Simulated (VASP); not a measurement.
Data:

```
CELL_PARAMETERS angstrom
      0.00000     3.42361     3.42361
      3.42361     0.00000     3.42361
      3.42361     3.42361     0.00000
ATOMIC_POSITIONS crystal
  Rb 0.00000 0.00000 0.00000
  Br 0.50000 0.50000 0.50000
```

Calculation: PBEsol GGA, VASP's PBE PAW potentials (set 64) (plane waves; VASP 6.6.1). Numerical set-up: 400 eV cut-off, 8×8×8 Γ-centred mesh, tetrahedra with Blöchl corrections, potentials Rb_sv Br.

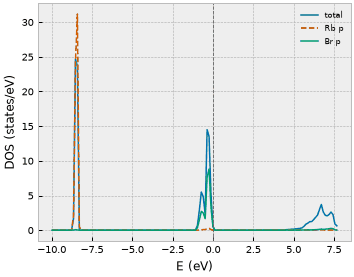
*Total and projected density of states, zero at the valence-band maximum*

Within 2 eV below the valence-band maximum the largest weight inside VASP's projection spheres is Br p.

The gap is direct, 4.22 eV, from the valence maximum at Γ to the conduction minimum at Γ.

The structure was generated: RbBr was put into the rock salt type (Fm-3m), which need not be its known phase. It was relaxed first, which changed the volume by -19 %.
